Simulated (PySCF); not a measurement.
# PtNBr: structure of the singlet

Where does singlet PtNBr go from a linear start, is the end point a minimum, and what are its modes, charges and moments?

Program: PySCF 2.14.0. Level of theory: PBE, basis Pt def2-SVP with ECP60, N def2-SVP, Br def2-SVP, scalar-relativistic core potentials, no spin–orbit coupling, density fitting. These are calculated values, not measurements.

## Step 1: Starting geometry

3 atoms, charge 0, spin multiplicity 1.

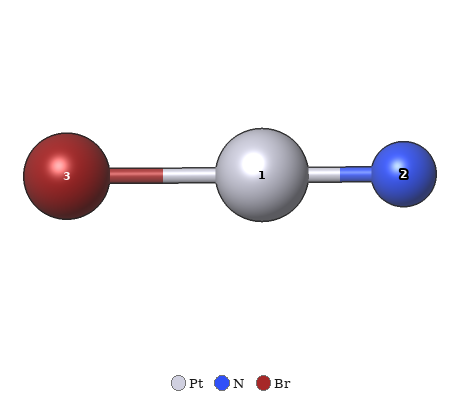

The starting geometry (platinum light grey, nitrogen blue, bromine red); atoms are numbered from 1 in the order of the file.

Coordinates in bohr (charge 0 multiplicity 1):
```
Pt    0.0000    0.0000    0.0000
N     0.0000    0.0000   -3.2503
Br    0.0000    0.0000    4.4787
```

## Step 2: The SCF at the typed geometry

The steps below are one call of a driver around PySCF. For each, scf.py gives the equivalent set-up of the SCF; relaxations use the driver's own optimiser. After this first run the driver tries any further starts and a stability analysis.

File scf.py:

```python
from pyscf import gto, scf, dft
mol = gto.M(atom='''
Pt     0.000000     0.000000     0.000000
N      0.000000     0.000000    -1.720000
Br     0.000000     0.000000     2.370000''',
    basis={'Pt': 'def2-SVP', 'N': 'def2-SVP', 'Br': 'def2-SVP'},
    ecp={'Pt': 'def2-SVP'},
    charge=0, spin=0)
mf = dft.RKS(mol, xc='PBE')
mf.grids.atom_grid = (50, 194)
aux = {'Pt': 'def2-universal-JKFIT', 'N': 'def2-universal-JKFIT', 'Br': 'def2-universal-JKFIT'}
mf = mf.density_fit(auxbasis=aux)
mf.conv_tol = 1e-08
mf.diis_space = 10
mf.max_cycle = 60
mf.init_guess = 'minao'
mf.verbose = 4
mf.kernel()
```

On the command line:

```bash
$ OMP_NUM_THREADS=2 python axn.py task.json out
```

After this run come: Linear start, singlet: relaxation; Vibrations and properties at this point.

Before running it: what results should come out? Wanted: minimum; geometry; wavenumbers; dipole moment; highest occupied, lowest empty level; polar-tensor charge of Pt1; zero-point energy; atomisation energy.

The runs gave:

```
                                 quantity                                        value
                                  minimum                                 singlet, C∞v
                                 geometry  Pt–Br 2.370 Å, Pt–N 1.697 Å; Br–Pt–N 180.0°
                       wavenumbers (cm⁻¹)                  56 (π), 259 (σ+), 1014 (σ+)
                            dipole moment                                       0.59 D
     highest occupied, lowest empty level                              -6.64, -5.56 eV
               polar-tensor charge of Pt1                                      +0.48 e
                        zero-point energy                                   8.3 kJ/mol
                      entropy at 298.15 K                              304.0 J/(mol K)
atomisation energy (no zero-point energy)                                   745 kJ/mol
```

What this shows: The molecule stays C∞v, as typed, and the end point is a minimum. In the infrared the band at 1014 cm⁻¹ (σ+, stretch) leads. Only this shape and spin were tried, so other structures or states may lie lower. Spin–orbit coupling, left out here, can matter for elements this heavy.
